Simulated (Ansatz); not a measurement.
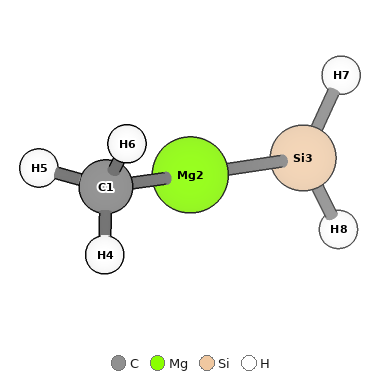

The system is CH₅MgSi, SMILES [CH3][Mg][SiH2+], charge +1; the picture shows the reference structure. 
- First axis: umbrella angle at Si3 (between each of its bonds and their common axis; 90 is planar). Second axis: change of the bonds Si3–Mg2, Si3–H7, Si3–H8, all alike.
- Nothing is relaxed (all other coordinates rigid).
- The scan uses a 13 × 13 grid.
- Points are written as (first, second).
- Energies: kJ/mol, counted from the relaxed molecule at the same level.
- The restricted reference is unstable at some or all points, so the energies there are unreliable.
- Level of theory: RHF-MP2, frozen core/def2-TZVP in Ansatz.

Its coordinates:

```xyz
8

C    -1.2265    1.5861   -0.7474
Mg   -0.0588    0.0613   -0.0294
Si    1.5273   -1.9778    0.9318
H    -2.2292    1.2225   -0.9777
H    -0.7915    2.0021   -1.6576
H    -1.3086    2.3836   -0.0072
H     2.7973   -1.8455    1.6774
H     1.2901   -3.4322    0.8102
```

Range: umbrella angle at Si3 (between each of its bonds and their common axis; 90 is planar) from 66 to 114°; change of the bonds Si3–Mg2, Si3–H7, Si3–H8, all alike from −0.210 to 0.324 Å.

Predict the map.

The lowest grid point is at (90°, 0.013 Å), 0.34 kJ/mol from the relaxed molecule at the same level. It is the only kind of minimum in the scanned range. The highest grid point, (66°, −0.210 Å), lies 205 kJ/mol above the lowest. Round the minimum the two coordinates are nearly uncoupled.

```csv
"second ↓, first →",66,70,74,78,82,86,90,94,98,102,106,110,114
0.324,191,175,161,150,142,137,135,137,142,150,161,175,191
0.279,165,148,133,122,113,108,106,108,113,122,133,148,165
0.235,141,123,108,96,87,82,80,82,87,96,108,123,140
0.190,119,100,85,72,63,57,55,57,63,72,85,100,119
0.146,100,81,65,52,43,37,35,37,42,52,65,81,100
0.102,86,66,49,36,26,20,18,20,26,36,49,66,86
0.057,77,56,39,25,14,8,6,8,14,25,39,56,76
0.013,73,52,34,20,9,3,0,2,9,19,34,52,73
−0.032,78,56,37,22,11,4,2,4,11,22,37,56,77
−0.076,91,68,49,33,22,15,13,15,22,33,49,68,91
−0.121,115,92,72,56,45,37,35,37,44,56,72,92,115
−0.165,152,128,108,91,80,72,70,72,80,91,108,128,152
−0.210,206,181,160,144,132,124,122,124,131,144,160,181,205
```

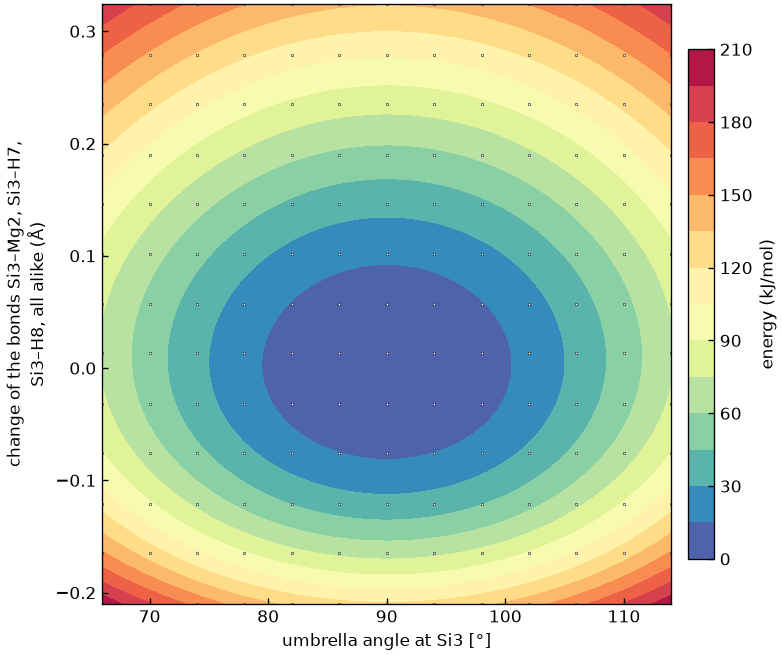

Drawn: filled contours, dots at the grid points. Between grid points the surface is interpolated.

Time for the 169 points that were run: 8.5 min on 1 thread of INTEL(R) XEON(R) PLATINUM 8581C CPU @ 2.30GHz (Emerald Rapids) (shared host).
